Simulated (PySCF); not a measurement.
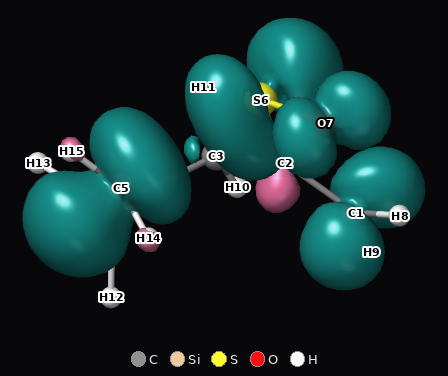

Figure 1: C4H8OSSi (charge −1, doublet). Isosurfaces of the spin density at +0.015 (teal) and −0.015 e/Å³ (pink), seen from one side.

Geometry: GFN2-xTB.

Theory: PySCF, UKS B3LYP, pcH-1 on C H O S Si, non-relativistic, mean-field spin-orbit, GIAO.

```xyz
15

C     2.1433   -0.1875    0.4271
C     1.0474   -0.1387   -0.3321
C     0.0459   -1.2134   -0.4983
Si   -1.5784   -0.5921    0.3439
C    -1.5421    1.2197    0.1752
S     0.5966    1.3384   -1.1950
O     1.5423    2.4327   -0.7678
H     2.7736    0.6808    0.5242
H     2.4325   -1.0752    0.9714
H     0.4175   -2.1550   -0.0869
H    -0.1521   -1.3646   -1.5615
H    -1.5575   -1.2135    1.6971
H    -2.6923   -1.2686   -0.3654
H    -1.1427    1.8077    0.9896
H    -2.3384    1.7370   -0.3434
```

**Where is the unpaired spin?**

The unpaired spin (1 electron) lies mostly on C5 (about 0.3), S6 (about 0.3), O7 (about 0.1), C1 (about 0.1) and Si4 (about 0.1), in electrons by Hirshfeld's partition.
